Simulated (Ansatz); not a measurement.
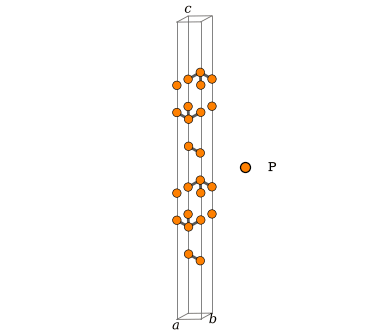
Figure: The relaxed cell of a stack of sheets

Method: PBE+D3(BJ) (plane waves to 420 eV, PAW; Ansatz, a quantum-chemistry and plane-wave program). Spin–orbit coupling is left out; PBE gaps are too small against experiment. Its k-point mesh 12×12×1, Fermi–Dirac width 0.01 eV. A dipole correction is on.

Problem. Which stack is drawn? Give its spacing and gap.

Solution. Several could match; the one computed here: 6 layers of blue-P, started at parallel, shifted by (1/3,2/3) (facing P atop P, which symmetry holds and which is mostly a maximum against sliding; blue-P a predicted or substrate-bound sheet, here free).
| Item | Value |
|---|---|
| gap between facing atomic planes | 3.85, 3.85, 3.86, 3.84, 3.86 Å |
| step of the vacuum level across the stack (top less bottom) | 0.00 eV |
| PBE gap over the mesh and listed points off it | 0.99 eV, indirect (lowest direct gap 1.53 eV) |
| valence and conduction edges under the vacuum level of the lower face | 5.49 and 4.50 eV |
